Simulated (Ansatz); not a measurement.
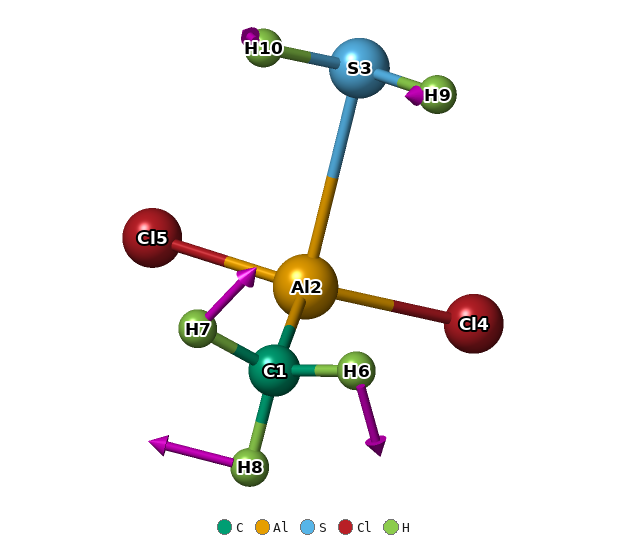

The arrows show one normal mode. Harmonic vibrations computed with RKS PBE0-D4/def2-TZVP (Ansatz 0.2.0) at a stationary point of the same level.

Question: Describe the motion.

Answer: A torsion or out-of-plane motion in which bond lengths and bond angles hardly change.

Question: At what wavenumber does it lie?

Answer: 108 cm⁻¹; it is mode 3 of 24 counted from the lowest.
